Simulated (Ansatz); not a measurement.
Cu: pressure series

Take Cu in the fcc (Cu type) structure (space group Fm-3m, No. 225) as the base.

```yaml
crystal:
  lattice:
    - [0.00000, 1.78838, 1.78838]
    - [1.78838, 0.00000, 1.78838]
    - [1.78838, 1.78838, 0.00000]
  atoms:
    - { symbol: Cu, position: [0.00000, 0.00000, 0.00000] }
```

Cell and atoms are relaxed at each pressure.

Computed with r2SCAN in Ansatz (plane waves to 500 eV, PAW, without spin-orbit coupling).

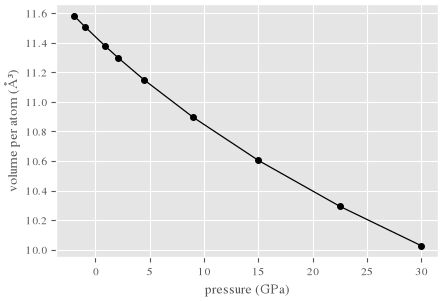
Volume against pressure

Question: Estimate the zero-pressure bulk modulus from the plot.

Answer: About 160 GPa; a third-order Birch–Murnaghan fit to the points gives V₀ = 11.44 Å³/atom, B₀ = 164 GPa and B₀′ = 5.0.

Measured bulk modulus of Cu: 144.3 GPa (static lattice; corrected from measurement; as listed in Daniel Mejia-Rodriguez, S. B. Trickey, Phys. Rev. B (2018)); the computed value is 13 % above it.

Load acts through the strain it causes; cell and atoms are relaxed under it. Stability against distortions was not tested. No other phases were tried under pressure. The final runs are not spin-polarised.

Ansatz is an electronic-structure program.
